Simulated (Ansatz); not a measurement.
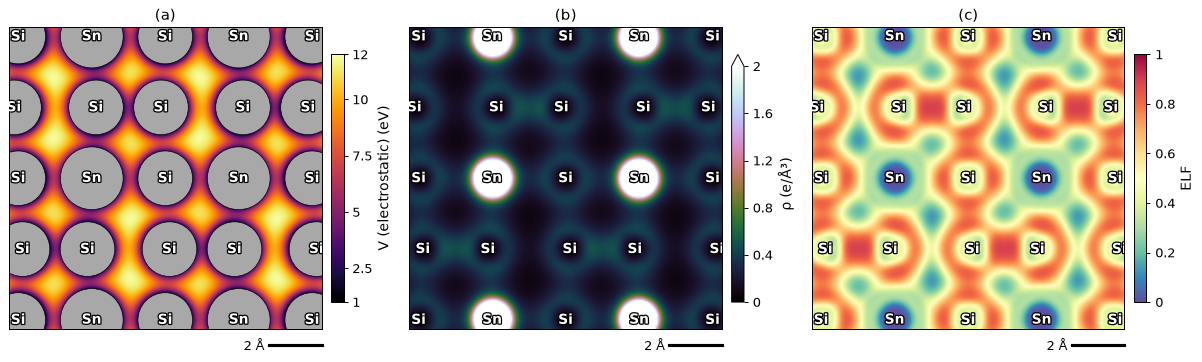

The picture shows: Si3Sn. (a) electrostatic potential (local pseudopotential plus Hartree) felt by an electron; (b) valence pseudo-density; (c) electron localisation function on the (011) plane of the conventional cell. Grey discs cover the atomic cores in the potential map.

Space group Cccm; a structure generated by program, which may or may not match a known phase; changed on purpose from its base cell (the structure that the rattled cell fell into).

Level of theory: DFT PBE, scalar-relativistic, plane waves, PAW (Ansatz).

The density is the valence pseudo-density of a PAW calculation; it isn't the true density close to the nuclei.

What does the map show?

The plane passes through Si and Sn nuclei.
Si–Si (2.45 Å): ρ is about 0.46 e/Å³ halfway; the ELF peaks at about 0.90 between the atoms.
Si–Sn (2.68 Å): ρ at the midpoint is about 0.36 e/Å³; the ELF peaks at about 0.85 in the valence shell of Si, 0.9 Å from its nucleus, and is about 0.60 at the midpoint.
Si–Sn (2.78 Å): the density is about 0.31 e/Å³ at the midpoint; the ELF peaks at about 0.85 in the valence shell of Si, 0.9 Å from its nucleus, and is about 0.60 at the midpoint.
Between the atoms the lowest density in this plane is 0.08 e/Å³.
Outside the cores the potential energy rises away from the atoms and is highest about 1.9 Å from the nearest atoms; its zero is arbitrary.
